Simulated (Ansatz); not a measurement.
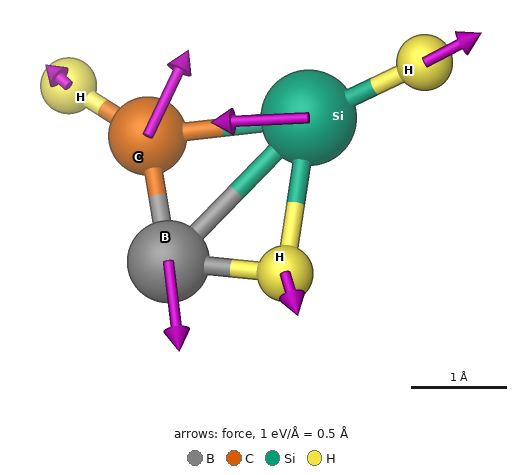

Starting geometry of CH3BSi with the computed forces as purple arrows. The picture is a ball-and-stick view, seen from a free direction.

It is one of the separated reactants of a reaction.

Method: Ansatz 0.2.0, RKS PBE-D4/def2-SVP. Set-up: force threshold 0.03 eV/Å; at most 250 steps.

**What follows when this structure is relaxed?**

It isn't relaxed: the largest force vector, on the Si atom, is 2.15 eV/Å. The final displacements have little in common with the starting forces (cosine between the two patterns 0.06). The largest move after the best rigid fit is that of an H atom, 1.35 Å. By element the largest moves are H 1.35 Å, B 0.49 Å, Si 0.29 Å, C 0.26 Å. Some distances before and after: H–Si 1.741 → 3.022 Å, B–Si 2.120 → 1.921 Å, H–Si 1.420 → 1.510 Å, B–H 1.296 → 1.207 Å. Among the angles between lasting bonds that change: Si–B–H 55.1° → 149.2°, C–B–H 110.2° → 150.1°, C–Si–H 161.2° → 129.0°. The energy falls by 59.1 kcal/mol in 16 geometry steps. The largest force component goes from 1.9 to 0.021 eV/Å. The run took 14 s on 2 threads of Arm Neoverse V1, on a shared host.
